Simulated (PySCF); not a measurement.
```xyz
2

As    0.0000    0.0000   -0.3449
F     0.0000    0.0000    1.3601
```

Computed with PySCF 2.14.0, PBE0/aug-pcseg-1, non-relativistic, at a bond length of 1.705 Å.

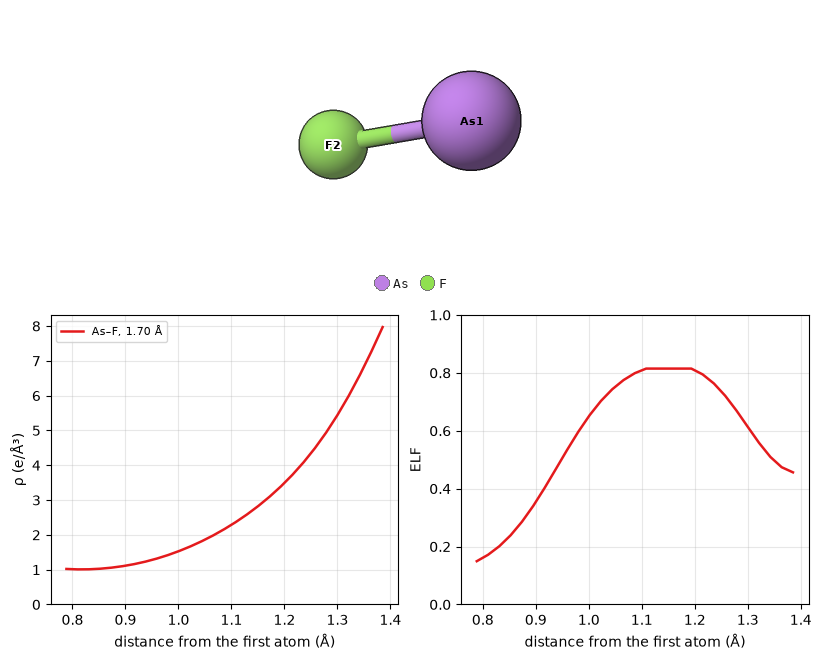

AsF (charge +1, doublet). Total electron density and ELF along straight lines between neighbouring atoms. The curves leave out the atomic cores. The structure is drawn too.

### What can be read from the curves?

As–F (1.70 Å): ρ at the midpoint is about 1 e/Å³; the ELF peaks at about 0.80 in the valence shell of F, 0.6 Å from its nucleus, and is about 0.25 at the midpoint.
